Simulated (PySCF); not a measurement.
Consider C2H9BrSi2 (SMILES [SiH3]C([SiH3])CBr).

The calculation's input:

```
{"job": {"kind": "uv", "xc": "B3LYP", "basis": "def2-SVPD", "nstates": 8, "ntriplets": 3}, "charge": 0, "multiplicity": 1}
Si     1.763472     0.077071     0.134053
C     -0.127753     0.041585     0.432488
Si    -0.982355    -1.518587    -0.264335
C     -0.805130     1.261419    -0.138907
Br    -0.082112     2.945282     0.573728
H      2.400991     1.042997     1.025051
H      2.286197    -1.262208     0.398985
H      1.986410     0.446760    -1.265564
H     -0.289212     0.037257     1.516346
H     -0.413845    -2.692959     0.390034
H     -2.419477    -1.434777     0.015526
H     -0.778085    -1.573527    -1.712404
H     -0.668853     1.332512    -1.217422
H     -1.870926     1.296700     0.090254
```

Run with:

```sh
OMP_NUM_THREADS=1 python probes_run.py task.json out
```

Geometry: GFN2-xTB.

Level of theory: B3LYP/def2-SVPD, SCF density, gas phase (PySCF 2.14.0).

Q: Predict the electron density and electron localisation function between the atoms.

A: C–C (1.51 Å): the density is about 1.7 e/Å³ at the midpoint; the ELF peaks at about 0.95 between the atoms: a shared electron pair.
C–Si (1.91 Å): ρ is about 0.89 e/Å³ halfway; the ELF peaks at about 0.95 between the atoms, as expected for localised, covalent bonding.
C–Br (1.97 Å): ρ at the midpoint is about 1 e/Å³; the ELF peaks at about 0.85 between the atoms; localised, covalent bonding.
Si–H (1.46 Å): ρ is about 0.8 e/Å³ halfway; the ELF climbs to about 1 towards the hydrogen, as it does in any bond to H.

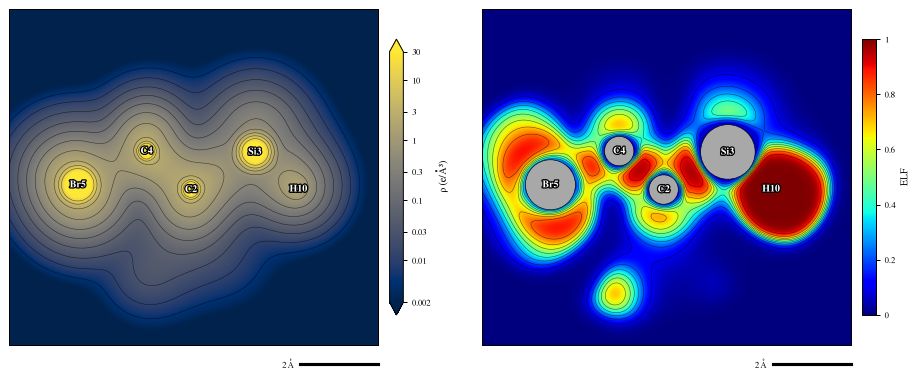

Computed electron density and electron localisation function on the plane of atoms Si3, C2 and C4, in this order. Grey discs cover the atomic cores in the ELF map. 
